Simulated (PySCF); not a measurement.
# GeSiH6O (SMILES [OH][GeH2][SiH3]) at SCS-MP2/cc-pVDZ

What is the energy change on altering one bond length of GeSiH6O at SCS-MP2/cc-pVDZ? The job is set up through a Python script.

Program for the calculation: PySCF 2.14.0.

2 further runs of the same task are left out: 2 set aside as unsound or not needed.

## Step 1: The system as given

GeSiH6O: 9 atoms, total charge 0, spin state singlet. As SMILES, `[OH][GeH2][SiH3]`. The coordinates come from a PBE0-D4/def2-TZVP relaxation. This is one conformer, not always the lowest.

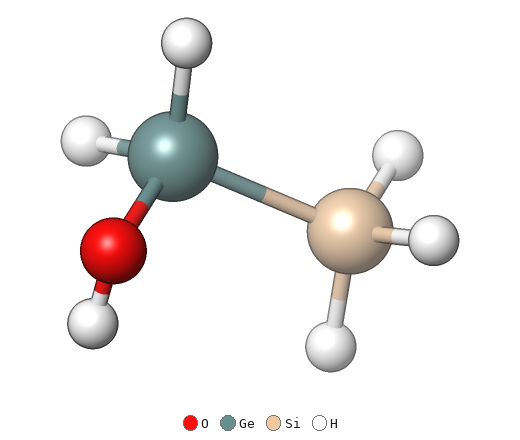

The structure, seen from a chosen angle (oxygen red, germanium teal, silicon light orange, hydrogen white).

## Step 2: A single-point energy at SCS-MP2/cc-pVDZ

Input file run.py:

```python
# [OH][GeH2][SiH3]
from pyscf import gto, mp

molecule = gto.M(
    atom='''
O       -1.665400       1.003200      -0.854800
Ge       0.086300       0.899600      -0.495500
Si       0.525800      -1.010700       0.870400
H       -1.973400       0.267900      -1.389000
H        0.873700       0.832100      -1.824400
H        0.388100       2.226700       0.215900
H        1.986000      -1.132800       1.128400
H        0.060100      -2.236200       0.166300
H       -0.192800      -0.896100       2.165800
''',
    charge=0,
    basis='cc-pvdz',
    max_memory=1860,
    verbose=3,
)

myscf = molecule.RHF()
myscf.conv_tol = 1e-10
myscf.kernel()
if not myscf.converged:
    myscf = myscf.newton().run(myscf.mo_coeff, myscf.mo_occ)

pt = mp.MP2(myscf, frozen=15).run()
e_final = myscf.e_tot + 1.2 * pt.e_corr_os + pt.e_corr_ss / 3
print(f'total energy: {e_final:.8f} hartree')
```

The run is started by

```sh
$ OMP_NUM_THREADS=1 python run.py
```

The log of the run:

```text
converged SCF energy = -2442.63291405055
E(RMP2) = -2443.04700785084  E_corr = -0.414093800289117
E(SCS-RMP2) = -2443.05170203777  E_corr = -0.418787987223142
total energy: -2443.05170204 hartree
```

Run time: 2.5 s. Hardware: 1 thread of Intel Xeon at 2.70GHz, shared host; peak memory 0.21 GiB.

## Step 3: The distorted shape at the same level

Input file calc.py:

```python
from pyscf import gto, mp

system = gto.Mole()
system.atom = [
    ('O', (-1.295799, 1.885562, -0.213759)),
    ('Ge', (0.455901, 1.781962, 0.145541)),
    ('Si', (0.895401, -0.128338, 1.511441)),
    ('H', (-1.973400, 0.267900, -1.389000)),
    ('H', (1.243301, 1.714462, -1.183359)),
    ('H', (0.757701, 3.109062, 0.856941)),
    ('H', (2.355601, -0.250438, 1.769441)),
    ('H', (0.429701, -1.353838, 0.807341)),
    ('H', (0.176801, -0.013738, 2.806841)),
]
system.max_memory = 1860
system.basis = 'cc-pvdz'
system.charge = 0
system.verbose = 3
system.build()

mf = system.RHF()
mf.conv_tol = 1e-10
mf.kernel()
if not mf.converged:
    mf = mf.newton().run(mf.mo_coeff, mf.mo_occ)

pt = mp.MP2(mf, frozen=15).run()
e_final = mf.e_tot + 1.2 * pt.e_corr_os + pt.e_corr_ss / 3
print('E(%s) = %.9f' % ('SCS-MP2', e_final))
```

The run is started by

```sh
$ OMP_NUM_THREADS=1 python calc.py
```

The log of the run:

```text
converged SCF energy = -2442.38887986233
E(RMP2) = -2442.85565832242  E_corr = -0.466778460085311
E(SCS-RMP2) = -2442.86610493805  E_corr = -0.477225075719815
E(SCS-MP2) = -2442.866104938
```

Wall time 2.8 s (1 thread of Intel Xeon at 2.70GHz, shared host); peak memory 0.21 GiB.

## Step 4: Summary of results

At SCS-MP2/cc-pVDZ, 15 core orbitals frozen:

```
                                                         quantity           value
                                        first shape: total energy  -2443.05170 Eh
                first shape: dipole moment (Hartree–Fock density)          1.70 D
                 first shape: HOMO energy (Hartree–Fock orbitals)       -10.63 eV
                 first shape: LUMO energy (Hartree–Fock orbitals)         3.09 eV
               first shape: HOMO–LUMO gap (Hartree–Fock orbitals)        13.72 eV
        first shape: correlation energy (15 core orbitals frozen)      -418.8 mEh
                                    distorted shape: total energy  -2442.86610 Eh
            distorted shape: dipole moment (Hartree–Fock density)          1.74 D
             distorted shape: HOMO energy (Hartree–Fock orbitals)       -10.36 eV
             distorted shape: LUMO energy (Hartree–Fock orbitals)        -1.27 eV
           distorted shape: HOMO–LUMO gap (Hartree–Fock orbitals)         9.09 eV
    distorted shape: correlation energy (15 core orbitals frozen)      -477.2 mEh
energy change with the O1–H4 bond stretched from 0.960 to 2.111 Å        5.050 eV
```

**Reading.** One bond (distorted shape) is far stretched, which a spin-restricted single reference describes badly; perturbation theory on it can break down and give far too much correlation. With the O1–H4 bond stretched from 0.960 to 2.111 Å the energy rises by 5.05 eV (487 kJ/mol). The first shape isn't relaxed at this level, so the change isn't measured from a minimum. A restricted reference can't describe the breaking bond well at this length. Mulliken charges (distorted shape) of the mean-field density run from -0.53 on O1 to +0.66 on Ge2; they depend strongly on the basis.
